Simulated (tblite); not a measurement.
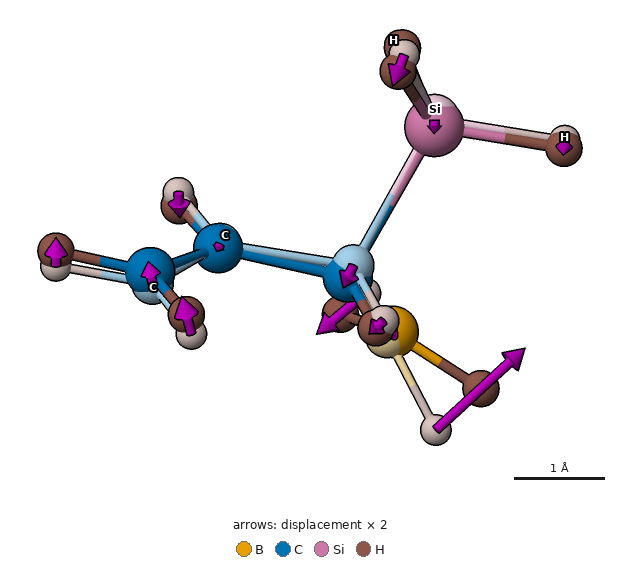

A relaxation of C$_{3}$H$_{9}$BSi. The starting structure is drawn faded, the final one solid; purple arrows show the displacements, 2 times their true length. The two geometries are superimposed by the best rigid fit.

The picture is a ball-and-stick view, seen at a tilt.

Theory: tblite 0.8.0, GFN2-xTB geometry optimisation, gas phase. 

Q: Atoms of which element are displaced furthest, and by how much?

A: Hydrogen: up to 0.70 Å, against 0.15 Å for carbon.

Q: What did the optimiser do to the structure, and how much energy did it gain?

A: After 86 geometry steps the energy has fallen by 4.96 kcal/mol. An H atom moves most after the best rigid fit: 0.70 Å. By element the largest moves are H 0.70 Å, C 0.15 Å, B 0.10 Å, Si 0.09 Å. Some distances before and after: C–Si 1.865 → 1.937 Å, C–H 1.129 → 1.094 Å, B–C 1.579 → 1.545 Å, C–C 1.343 → 1.323 Å. Among the angles between lasting bonds that change: B–C–C 109.8° → 117.3°, B–C–Si 110.3° → 103.3°, B–C–H 108.1° → 113.8°. Groups turn about B–C by about 30°. Cost: 0.65 s on 1 thread of Arm Neoverse N1, with other jobs on the host.
